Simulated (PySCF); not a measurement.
CH₅BOSi, SMILES O=C[SiH2]B, PBE0/def2-SVP optimised geometry. Atoms within 1.6 Å of the plane z = 0.0 Å (x, y, z in Å): B1 (1.09, -0.91, 0.00), Si2 (-0.92, -0.91, 0.00), C3 (-1.43, 0.98, 0.00), O4 (-1.74, 1.57, 1.00), H5 (1.69, -0.50, -0.97), H6 (1.74, -1.26, 0.96), H7 (-1.45, -1.48, -1.28), H8 (-1.57, -1.57, 1.17), H9 (-1.40, 1.51, -0.99).

Calculation: PBE0/def2-TZVP run with PySCF. Cells within 0.4 Å of a nucleus heavier than hydrogen are left out (blank, or x).

Map of the Laplacian of the electron density (e/bohr⁵), clipped to [-1.50, 1.50] on the plane z = 0.0 Å:

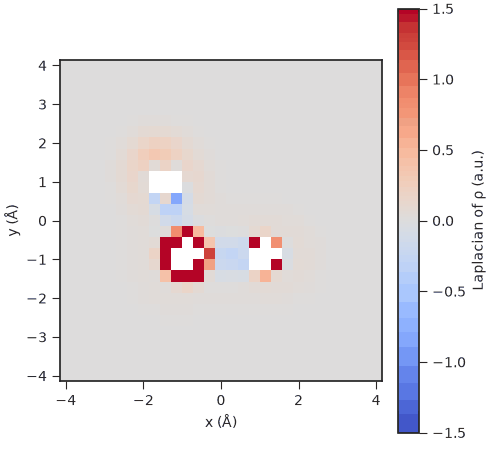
*Laplacian of the electron density (e/bohr⁵), clipped to [-1.50, 1.50] on the plane z = 0.0 Å.*
